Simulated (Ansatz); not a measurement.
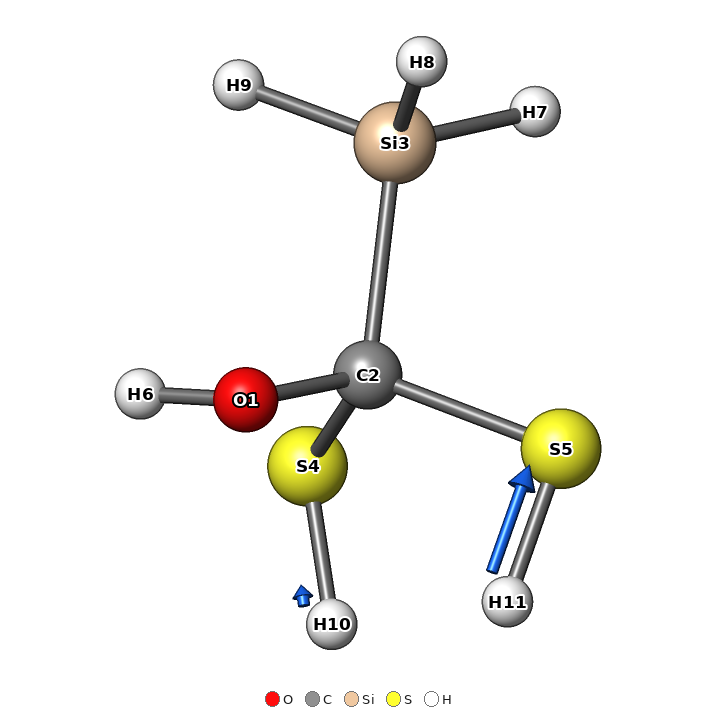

The arrows show one normal mode. Harmonic vibrations computed with RKS PBE0-D4/def2-TZVP (Ansatz 0.2.0) at a stationary point of the same level.

Describe the motion.

Mostly S–H stretching.

Estimate its harmonic wavenumber.

2676 cm⁻¹; it is mode 25 of 27 counted from the lowest.
